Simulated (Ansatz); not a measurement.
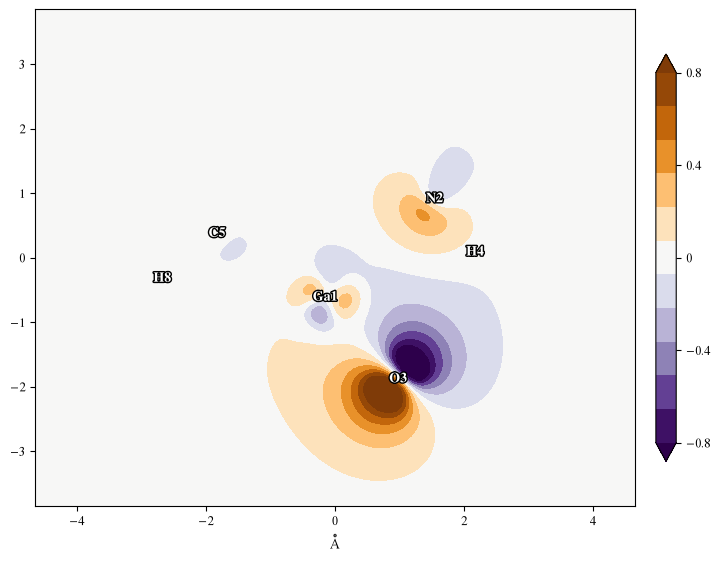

CH₆GaNO. One frontier orbital on the plane of atoms Ga1, N2 and H4 (values in Å⁻³ᐟ²; the overall sign is arbitrary).

All numbers below come from Ansatz, RKS PBE/def2-SVP.

```yaml
atoms:
  - { symbol: Ga, position_ang: [-0.3706, -0.7983, -0.4184] }
  - { symbol: N, position_ang: [-0.2599, 1.4289, -0.8019] }
  - { symbol: O, position_ang: [-1.2471, -1.0255, -1.8479] }
  - { symbol: H, position_ang: [-0.7971, 1.2126, -1.6642] }
  - { symbol: C, position_ang: [0.5735, -1.1505, 1.2651] }
  - { symbol: H, position_ang: [-0.8010, 2.0972, -0.2352] }
  - { symbol: H, position_ang: [0.6244, 1.8829, -1.0690] }
  - { symbol: H, position_ang: [0.4579, -2.2116, 1.5571] }
  - { symbol: H, position_ang: [0.1675, -0.5077, 2.0707] }
  - { symbol: H, position_ang: [1.6523, -0.9280, 1.1437] }
```

Which orbital is it: HOMO or LUMO?

Answer. The HOMO, at −4.51 eV. It lies mainly on O3 (about 80 %) and Ga1 (about 10 %); largely a lone pair of O3.
